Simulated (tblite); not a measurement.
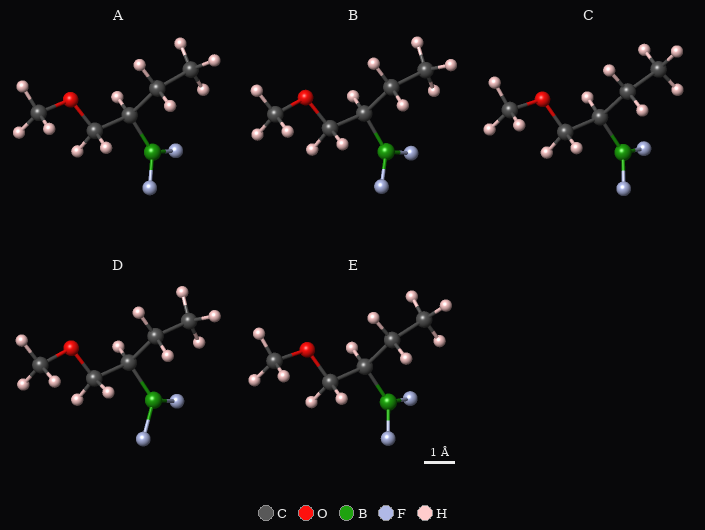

5 geometries from one relaxation of C₅H₁₁BF₂O, in shuffled order. A ball-and-stick model, seen at a tilt.

All numbers below come from GFN2-xTB geometry optimisation, gas phase in tblite 0.8.0. 

Question: Put them in the order of the run, from the start to the converged end.

Answer: D, B, A, E, C. They are steps 0, 7, 22, 30, 58, at +111.9 kJ/mol, +14.6 kJ/mol, +6.12 kJ/mol, +1.96 kJ/mol relative to the last. The atom that moves furthest after the best rigid fit is an H atom (0.56 Å). By element the largest moves are H 0.56 Å, F 0.46 Å, B 0.23 Å, C 0.21 Å, O 0.08 Å. Near-neighbour distances that change, for instance: B–F 1.471 → 1.319 Å, B–F 1.435 → 1.317 Å, C–H 1.132 → 1.092 Å, C–C 1.509 → 1.548 Å. Bond angles that change, for instance: O–C–H 104.3° → 110.2°, C–C–B 106.1° → 111.8°, C–C–H 104.7° → 110.0°. Groups turn about C–C by about 25°. The energy falls by 111.9 kJ/mol in 58 geometry steps. The run took 0.82 s on 1 thread of Intel(R) Xeon(R) Processor @ 2.70GHz, with other jobs on the host.
